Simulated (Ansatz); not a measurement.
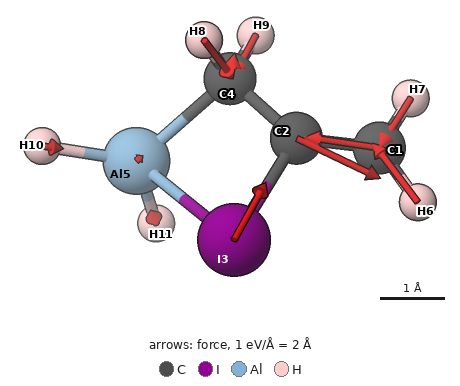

Starting geometry of C3H6AlI with the computed forces as red arrows. The picture is a ball-and-stick view, seen at a tilt.

The start comes from PBE-D4/def2-SVP.

The calculation used RKS PBE0-D4/def2-TZVP in Ansatz 0.2.0.

Input
```yaml
crystal:
  periodic: [false, false, false]
  atoms:
    - {symbol: C, position_ang: [-1.764055, 0.339781, -0.922445]}
    - {symbol: C, position_ang: [-0.454359, 0.256775, -0.648555]}
    - {symbol: I, position_ang: [0.740437, -1.173708, -1.840214]}
    - {symbol: C, position_ang: [0.400577, 0.782277, 0.431559]}
    - {symbol: Al, position_ang: [1.369064, -0.901412, 1.014448]}
    - {symbol: H, position_ang: [-2.264638, -0.239419, -1.709248]}
    - {symbol: H, position_ang: [-2.373737, 1.031993, -0.316639]}
    - {symbol: H, position_ang: [1.180717, 1.469696, 0.037131]}
    - {symbol: H, position_ang: [-0.211347, 1.314984, 1.189639]}
    - {symbol: H, position_ang: [2.967037, -0.877040, 1.123382]}
    - {symbol: H, position_ang: [0.475502, -2.060927, 1.661642]}
basis:
  gaussian: {orbitals: def2-TZVP}
hamiltonian: {xc: pbe0, dispersion: d4}
relax: {f_tol: 0.005, max_steps: 150}
```

Launched with:
```bash
ansatz run in.yaml --threads 4 --pin off --events-out ev --progress --plain --max-ram 10444MiB
```

Q: What follows when this structure is relaxed?

A: It isn't relaxed: the largest force vector, on C2, is 0.74 eV/Å. The final displacements follow the starting forces only in part (cosine between the two patterns 0.62). Over 8 geometry steps the energy falls by 0.059 eV. Largest force component: 0.65 eV/Å at the start, 0.0041 eV/Å at the end. The atom that moves furthest after the best rigid fit is I3 (0.047 Å). Largest moves by element: I 0.047 Å, H 0.044 Å, C 0.025 Å, Al 0.017 Å. Some distances before and after: C2–I3 2.212 → 2.149 Å, C4–Al5 2.028 → 2.006 Å, C1–C2 1.341 → 1.322 Å, C1–H7 1.104 → 1.086 Å.
